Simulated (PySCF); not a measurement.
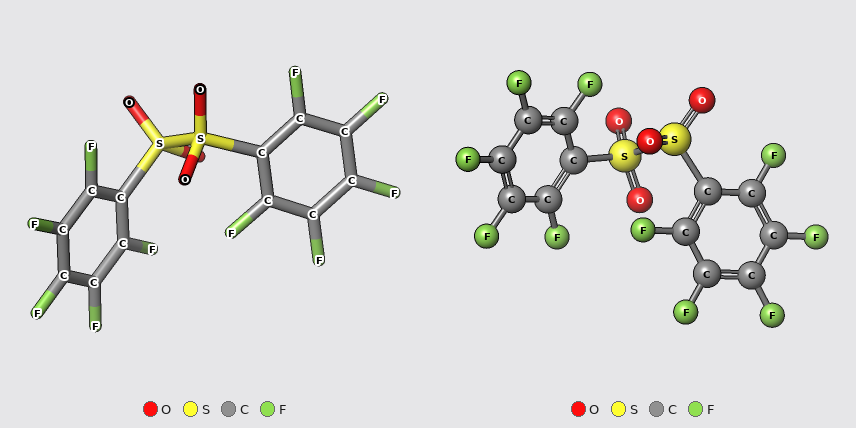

Both panels show the same species.

Computed geometry: GFN2-xTB optimisation. No frequency run is at hand to confirm it as a minimum.

Give the formula.

C12F10O4S2, 28 atoms: 12 carbon, 10 fluorine, 4 oxygen and 2 sulfur.

How many bonds of each kind are drawn?

12 C–C, 10 C–F, 4 O–S, 2 C–S, 1 S–S.

Name some functional groups or characteristic bonds that it holds.

Among them: C–F bond.

Does it have rings?

Independent rings (smallest set): 2 of 6 members, 2 of them aromatic.

More results for the same structure follow; atom numbers are the same in all pictures, views and colours differ.

## Ring current

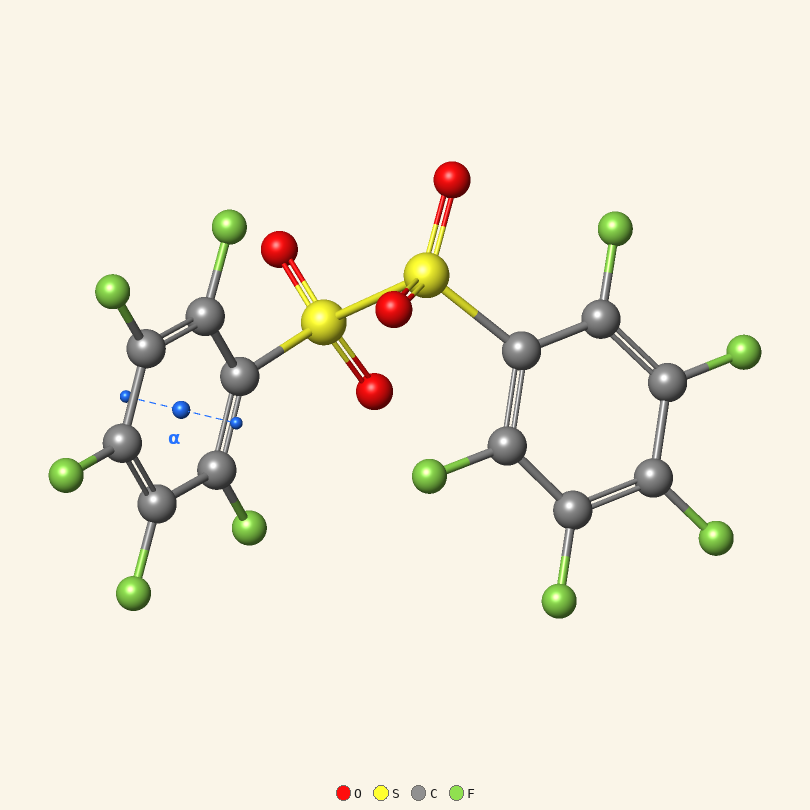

The small points mark where nucleus-independent chemical shifts (NICS) were computed: at the centre of each lettered ring and 1 Å above and below it. No frequency run is at hand to confirm it as a minimum. Level of theory: GIAO KT3/pcSseg-1 NMR shielding, non-relativistic, gas phase (PySCF 2.14.0).

Give NICS(0), NICS(1) and the out-of-plane component NICS(1)zz for each ring (means of the two sides).

| ring | members | NICS(0) | NICS(1) | NICS(1)zz |
| --- | --- | --- | --- | --- |
| α | C6 | −15.9 | −11.0 | −21.5 |

Values in ppm.

What do the values say about the ring currents?

Ring α: diatropic, as in an aromatic ring. NICS is one index among several.

## Excitation

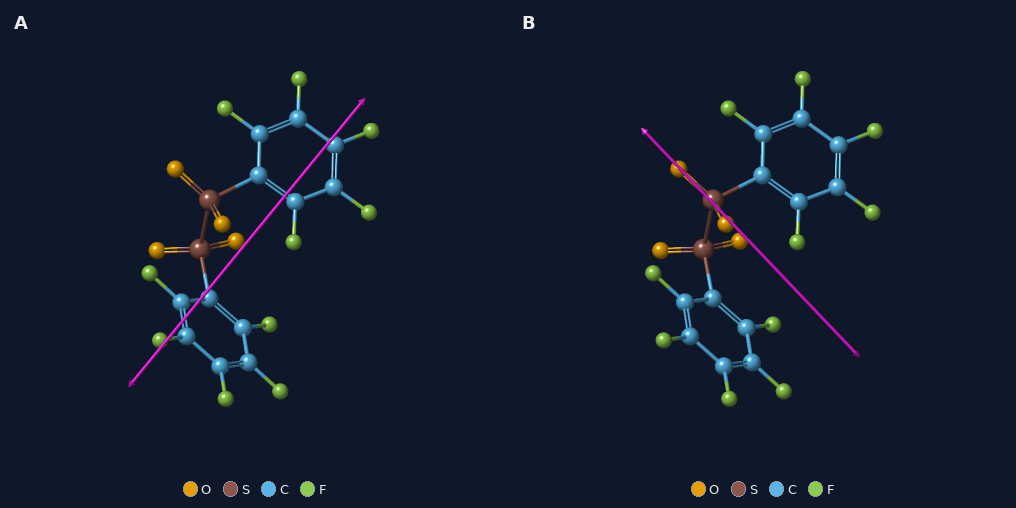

The double arrows show the directions of two transition dipoles from the ground state (lengths mean nothing). No frequency run is at hand to confirm it as a minimum. Properties computed with TDDFT CAM-B3LYP/6-31G*, vertical, gas phase, core orbitals frozen in the response, virtual orbitals cut by energy (PySCF 2.14.0).

One belongs to singlet state 4 and one to singlet state 5. Which is which?

A: state 5, 5.67 eV (218 nm), oscillator strength 0.15, mainly HOMO−4 → LUMO (weight 0.62).
B: state 4, 5.61 eV (221 nm), oscillator strength 0.038, mainly HOMO−3 → LUMO (weight 0.74).

## NMR shielding

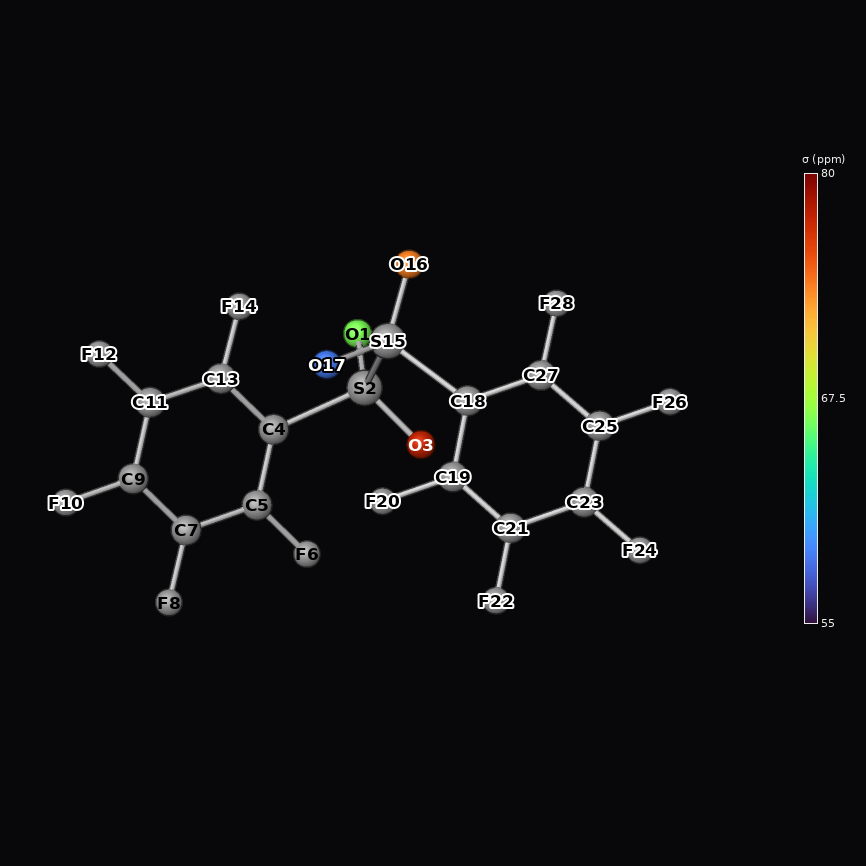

Atoms are coloured by their isotropic NMR shieldings (O only, the others grey). No frequency run is at hand to confirm it as a minimum. Level of theory: GIAO KT3/pcSseg-1 NMR shielding, non-relativistic, gas phase (PySCF 2.14.0).

Which O atom is the most shielded (lowest chemical shift)?

O3 (77.5 ppm).

Which O atom is the least shielded (highest chemical shift)?

O17 (58.8 ppm).

How wide is the range of O shifts?

18.7 ppm.

List the isotropic NMR shieldings of the O atoms.

```csv
atom,σ (ppm)
O1,66.4
O3,77.5
O16,73.7
O17,58.8
```

## Charges

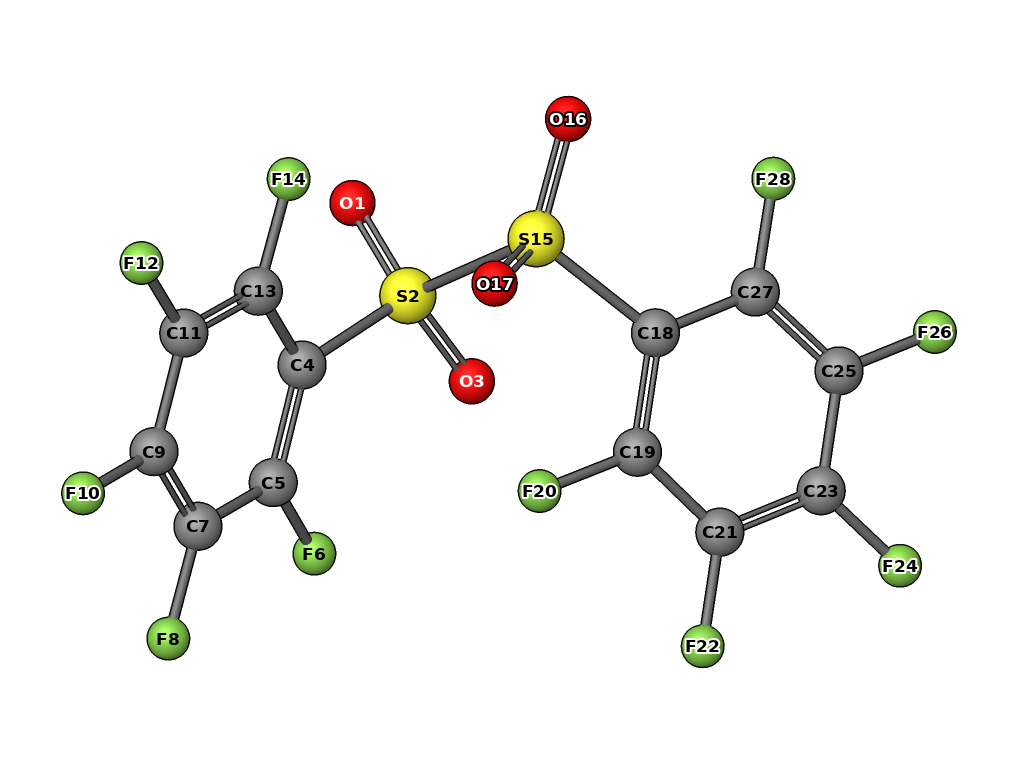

The questions are on Hirshfeld charges. No frequency run is at hand to confirm it as a minimum. Properties computed with CAM-B3LYP/6-31G*, gas phase (PySCF 2.14.0).

Which atom carries the highest charge (most positive or least negative)?

S2 (0.48 e).

And the lowest?

O3, O17 (−0.30 e).

Give the Hirshfeld charges atom by atom.

| atom | value (e) |
| --- | --- |
| O1 | −0.28 |
| S2 | 0.48 |
| O3 | −0.30 |
| C4 | −0.07 |
| C5 | 0.09 |
| F6 | −0.04 |
| C7 | 0.07 |
| F8 | −0.06 |
| C9 | 0.09 |
| F10 | −0.05 |
| C11 | 0.07 |
| F12 | −0.05 |
| C13 | 0.09 |
| F14 | −0.03 |
| S15 | 0.47 |
| O16 | −0.27 |
| O17 | −0.30 |
| C18 | −0.07 |
| C19 | 0.09 |
| F20 | −0.05 |
| C21 | 0.07 |
| F22 | −0.06 |
| C23 | 0.09 |
| F24 | −0.05 |
| C25 | 0.07 |
| F26 | −0.06 |
| C27 | 0.09 |
| F28 | −0.04 |
